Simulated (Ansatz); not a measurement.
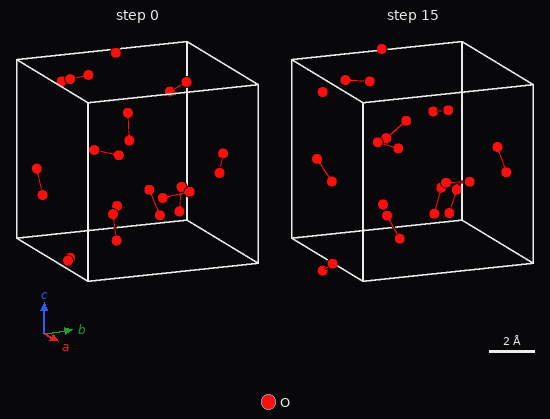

The structure of an amorphous cell of composition O before (left) and after (right) a relaxation, at one scale.

Style: ball-and-stick. Shown: the cell of the calculation, slightly off an axis.

The cell holds 12 O2. The run prepares the start of a later molecular dynamics calculation, from a guessed geometry.

All numbers below come from DFT PBE-D3(BJ), scalar-relativistic, plane waves, PAW in Ansatz 0.2.0.

Input
```yaml
crystal:
  lattice:
    - [8.262149, 0.0, 0.0]
    - [0.0, 8.262149, 0.0]
    - [0.0, 0.0, 8.262149]
  atoms:
    - { symbol: O, position: [0.0419524, 0.9502885, 0.2017405], spin: 1.0 }
    - { symbol: O, position: [0.0069237, 0.9518266, 0.0550703], spin: 1.0 }
    - { symbol: O, position: [0.8572403, 0.2409481, 0.6473666], spin: 1.0 }
    - { symbol: O, position: [0.859183, 0.0967917, 0.6916009], spin: 1.0 }
    - { symbol: O, position: [0.5645789, 0.9759321, 0.5124667], spin: 1.0 }
    - { symbol: O, position: [0.6762123, 0.9079389, 0.4372575], spin: 1.0 }
    - { symbol: O, position: [0.2069168, 0.5661235, 0.6951493], spin: 1.0 }
    - { symbol: O, position: [0.2395987, 0.5608563, 0.5480247], spin: 1.0 }
    - { symbol: O, position: [0.8425809, 0.6637493, 0.3965735], spin: 1.0 }
    - { symbol: O, position: [0.8013592, 0.5218692, 0.3663688], spin: 1.0 }
    - { symbol: O, position: [0.3814936, 0.6184729, 0.3011422], spin: 1.0 }
    - { symbol: O, position: [0.42095, 0.6646986, 0.1631281], spin: 1.0 }
    - { symbol: O, position: [0.6078111, 0.310996, 0.250529], spin: 1.0 }
    - { symbol: O, position: [0.6871505, 0.2989361, 0.1228523], spin: 1.0 }
    - { symbol: O, position: [0.1968615, 0.3384502, 0.9276798], spin: 1.0 }
    - { symbol: O, position: [0.1254388, 0.21194, 0.8872389], spin: 1.0 }
    - { symbol: O, position: [0.0516039, 0.5679813, 0.135944], spin: 1.0 }
    - { symbol: O, position: [0.0269368, 0.5702436, -0.0128106], spin: 1.0 }
    - { symbol: O, position: [0.6438674, 0.0315682, 0.0268189], spin: 1.0 }
    - { symbol: O, position: [0.5113128, 0.0998098, 0.0041497], spin: 1.0 }
    - { symbol: O, position: [0.2555254, 0.0109589, 0.4505368], spin: 1.0 }
    - { symbol: O, position: [0.3328589, 0.0127164, 0.3210843], spin: 1.0 }
    - { symbol: O, position: [0.6068578, 0.7426969, 0.9464073], spin: 1.0 }
    - { symbol: O, position: [0.4861885, 0.6963725, 0.8687253], spin: 1.0 }
magnetization:
  spin_polarized: true
basis:
  ecutwfc: 420.0
kpoints:
  mp_grid: { grid: [1, 1, 1] }
hamiltonian:
  xc: pbe
  dispersion: d3bj
scf:
  occupations: { method: fermi_dirac, width: 0.05 }
  lower_state_search: "off"
relax:
  f_tol: 0.3
  max_steps: 15
  adjacent_minimum: "off"
output:
  write_density: true
  write_potential: true
  elf: true
  volumetric_format: npy
```

Run as
```bash
ansatz run input.yaml --threads 2 --pin off --max-ram 5120MiB --backend cpu --events-out ev --progress --plain --runs-dir out
```

Q: What changed between the two?

A: The relaxation stopped without meeting its thresholds, so the last structure isn't shown to be converged. It used up its limit of 15 steps. O23 moves most: 1.54 Å roughly along [1 −2 −2]. The lattice vectors keep their values. Some distances before and after: O11–O12 1.246 → 1.225 Å. After 12 accepted moves (15 points after the start) the energy has fallen by 77.0 meV per atom. Largest force component: 2.2 eV/Å at the start, 0.42 eV/Å at the end. The line search rejected the trial steps at points 8, 13 of the run. 1 step only repeated the SCF at the same geometry. The forces were under the threshold at step 7, but the run went on from there.

Limits of the set-up: the periodic images lie only 8.3 Å apart, so the values are limited by the cell's size.
